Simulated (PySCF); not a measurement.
C$_{2}$F$_{5}$, doublet, SMILES `FC(F)(F)[C](F)F`.

Computed with PySCF, BLYP/def2-SVPD, geometry: GFN2-xTB. No frequency check shows the geometry to be a minimum. The stability of the open-shell solution wasn't checked. GFN2-xTB doesn't know the spin state, so this open-shell geometry is rough.

Input

```python
import numpy as np
from pyscf import gto, scf, dft
from pyscf.scf import atom_ks, atom_hf
from scipy.linalg import block_diag

def solve(mol, dm0=None, hcore=None):
    mf = (dft.UKS if mol.spin else dft.RKS)(mol, xc='blyp')
    mf.grids.level = 3
    mf = mf.density_fit(auxbasis='def2-universal-jkfit')
    mf.conv_tol, mf.max_cycle = 1e-8, 80
    if hcore is not None:
        mf.get_hcore = lambda *args: hcore
    mf.kernel(dm0)
    if not mf.converged:
        mf = mf.newton().run(mf.mo_coeff, mf.mo_occ, max_cycle=30)
    assert mf.converged, 'SCF not converged'
    return mf

mol = gto.M(atom='''
F      1.18888    -1.07916    -0.54532
C      0.61023    -0.00009    -0.02440
F      1.18886     1.07917    -0.54535
F      0.89449     0.00005     1.29250
C     -0.87499     0.00003    -0.30487
F     -1.54787     1.09503     0.00883
F     -1.54785    -1.09505     0.00885
''', basis='def2-svpd', charge=0, spin=1, verbose=4)
field = np.array([0.01, 0.0, 0.0])  # atomic units
mol.set_common_orig(mol.atom_charges() @ mol.atom_coords() / mol.atom_charges().sum())
mf = solve(mol)
out = dict(dm0=mf.make_rdm1(), d0=mf.dip_moment(unit='AU'), e0=mf.e_tot)
for name, sign in (('p', 1), ('m', -1)):
    h = mf.get_hcore() + sign * np.einsum('x,xij->ij', field, mol.intor('int1e_r'))
    mi = solve(mol, mf.make_rdm1(), h)
    out.update({'dm' + name: mi.make_rdm1(), 'd' + name: mi.dip_moment(unit='AU'), 'e' + name: mi.e_tot})
# spherically averaged free atoms, for the promolecule
atm = atom_ks.get_atm_nrks(mol, xc='blyp')
pro = block_diag(*[(atm[a[0]][2] * atm[a[0]][3]) @ atm[a[0]][2].T for a in mol._atom])
np.savez('result.npz', pro=pro, **out)
```

Launched as:

```sh
OMP_NUM_THREADS=1 python input.py
```

The run took 34 s on 1 thread of AMD EPYC 9R45 96-Core Processor (Zen 5), on a shared host, peak memory 0.57 GiB.

Partitions, critical points and surface values were worked out afterwards from this run's density.

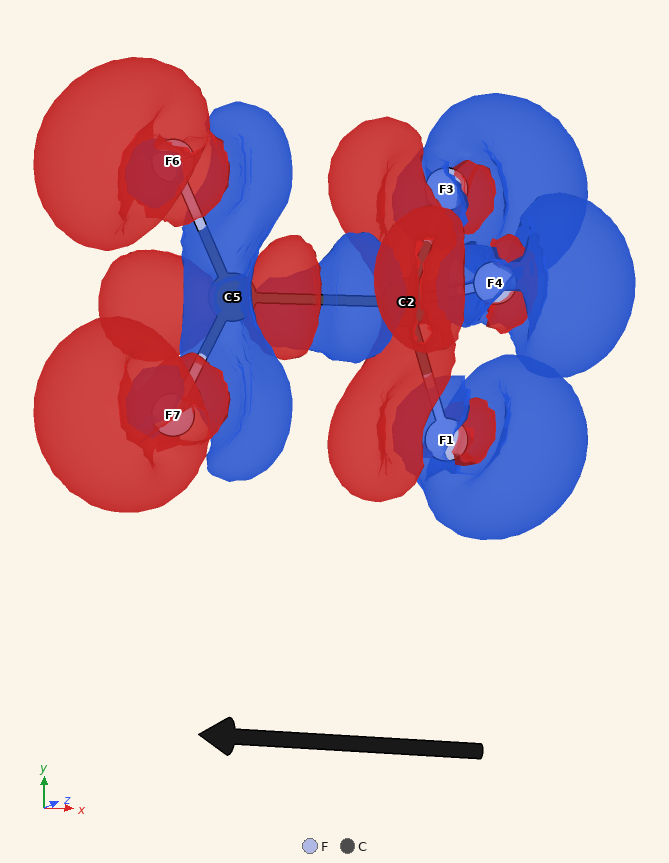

Change of the electron density in a uniform field of 0.51 V/Å along −x (arrow), surfaces at ±0.003 e/Å³ (blue: gain, red: loss).

The field was applied in both directions; the picture shows the one opposite to the script's first.

> How large is the response?

The induced dipole is 0.89 D (along the field); α along this axis, from the fields in both directions, is 35 bohr³ (5.2 Å³).
